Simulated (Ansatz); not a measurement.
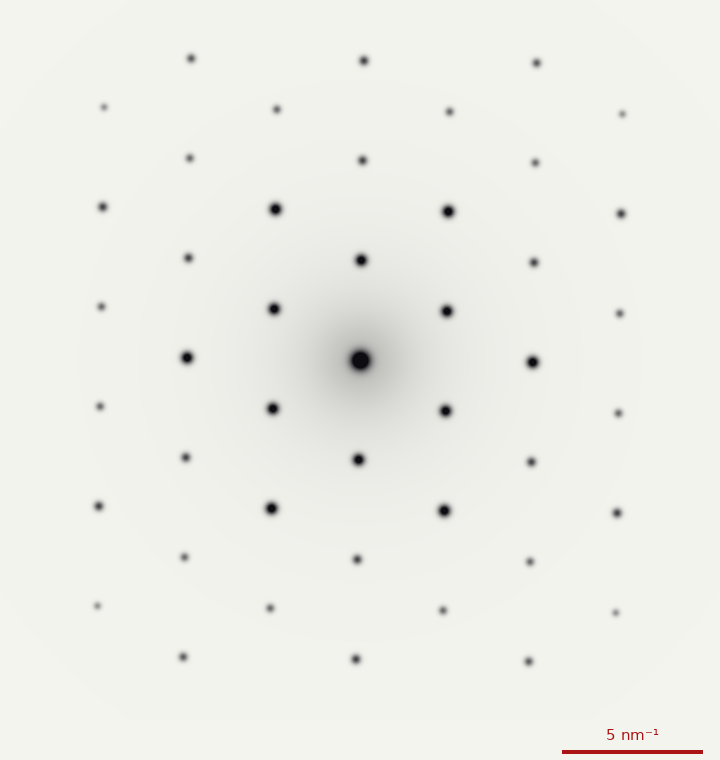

Simulated selected-area electron diffraction pattern (300 kV, kinematic approximation, thin crystal, B = 0.5 Å² for all atoms).

Phase: Sc, space group P6_3/mmc (No. 194), a = 3.23 Å, c = 4.98 Å (hexagonal axes). Structure: coordinates from a relaxation with DFT LDA, scalar-relativistic, plane waves, PAW (Ansatz 0.2.0).

Measure the pattern against the scale bar and name the zone.

The spots form a hexagonal net with both shortest vectors at d = 2.80 Å, 60.0° apart. They index as 1 -1 0 and 1 0 0, so the zone axis is [001].

List the strongest reflections.

Strongest reflections with d > 0.83 Å, one of each family (|F|² from tabulated Gaussian fits of the electron scattering factors, times a small damping for the curvature of the Ewald sphere):

| hkl | d (Å) | I (strongest = 100) |
| --- | --- | --- |
| 2 -1 0 | 1.615 | 100 |
| 1 0 0 | 2.797 | 85 |
| 3 0 0 | 0.932 | 19 |
| 2 0 0 | 1.399 | 17 |
| 3 -1 0 | 1.057 | 7 |
